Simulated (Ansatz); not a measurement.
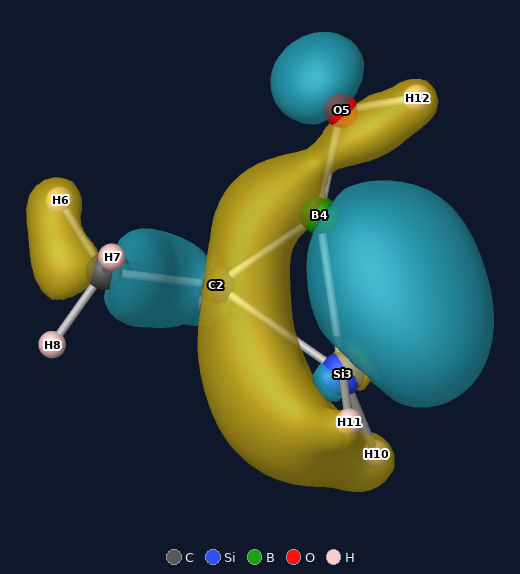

*C2H7BOSi (SMILES CC1[SiH2]B1O). The HOMO at ±0.1 Å⁻³ᐟ² (yellow and cyan are the two phases), seen across its widest extent.*

Method: RKS CAM-B3LYP/def2-SVP (Ansatz 0.2.0).

Input file:

```
crystal:
  periodic: [false, false, false]
  atoms:
    - { symbol: C, position_ang: [-1.3785, 0.7172, -0.0927] }
    - { symbol: C, position_ang: [-0.3559, -0.2553, -0.4873] }
    - { symbol: Si, position_ang: [0.1309, -1.3276, 0.8251] }
    - { symbol: B, position_ang: [1.1909, 0.2135, -0.1324] }
    - { symbol: O, position_ang: [2.2771, 1.0586, -0.3529] }
    - { symbol: H, position_ang: [-1.4571, 1.5856, -0.8672] }
    - { symbol: H, position_ang: [-1.217, 1.2233, 0.8965] }
    - { symbol: H, position_ang: [-2.378, 0.2763, -0.0943] }
    - { symbol: H, position_ang: [-0.4506, -0.7089, -1.4428] }
    - { symbol: H, position_ang: [0.9089, -2.5514, 0.5269] }
    - { symbol: H, position_ang: [-0.0333, -0.8846, 2.2494] }
    - { symbol: H, position_ang: [2.12081, 1.83514, 0.20604] }
basis:
  gaussian: { orbitals: def2-SVP }
hamiltonian:
  xc: cam_b3lyp
relax:
  f_tol: 0.015
  max_steps: 40
output:
  orbitals: {}
```

Command:

```sh
ansatz run input.yaml --threads 2 --pin off --max-ram 3072MiB --backend cpu --events-out ev --progress --plain --runs-dir out
```

The fields are those of the run's last geometry, not of the input's.

Where does this orbital lie, and at what energy?

Its weight (Hirshfeld) is mainly on Si3 (about 40 %), B4 (about 25 %), C2 (about 15 %) and O5 (about 10 %). Its energy is −7.54 eV.
